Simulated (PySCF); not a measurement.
# C2H9B2N: the cost of one run

The runs use PySCF 2.14.0, with density-fitted response routines of our own; the level of theory stands in each step. All values are computed, except where a source is named. Atoms are numbered from 0 throughout.

### Step 1. Starting geometry

14 atoms, charge 0, multiplicity 1; geometry from: GFN2-xTB.

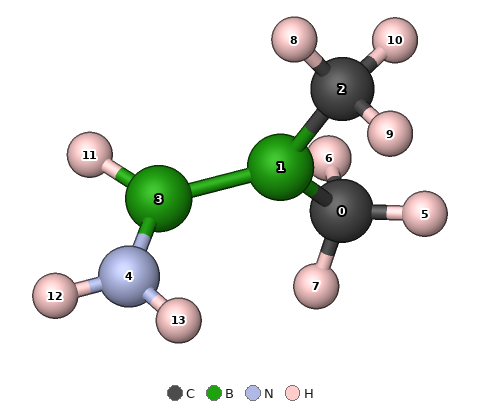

As it starts; carbon dark grey, boron green, nitrogen light blue, hydrogen pink, atoms numbered.

### Step 2. TDDFT and polarisability: wB97X-D/def2-SVPD

Job settings and geometry (Å):

```
{"job": {"kind": "uv", "xc": "wB97X-D", "basis": "def2-SVPD", "nstates": 8, "ntriplets": 3}, "charge": 0, "multiplicity": 1}
C     -1.412353    -0.999410    -0.545421
B     -0.258871    -0.100177     0.068325
C     -0.745316     1.080955     1.009963
B      1.349693    -0.407258    -0.218397
N      2.092936     0.221902    -1.206859
H     -2.358634    -0.474936    -0.669085
H     -1.601823    -1.811897     0.157951
H     -1.158125    -1.470352    -1.493168
H      0.014635     1.454419     1.693033
H     -1.034065     1.920032     0.374501
H     -1.628507     0.826297     1.593926
H      1.954224    -1.195062     0.425572
H      3.067428     0.039878    -1.384644
H      1.718100     0.915137    -1.832842
```

With the program's defaults for keys left out, this is: TDDFT wB97X-D/def2-SVPD, vertical, gas phase, core orbitals frozen in the response.

On the command line:

```sh
$ OMP_NUM_THREADS=1 python probes_run.py task.json out
```

This one command runs all jobs of the session in turn.

**Question.** How long does this first job take on 1 thread of Arm Neoverse N1, shared host, and how much memory does it need?

About 40 s, with a peak of 0.79 GiB.
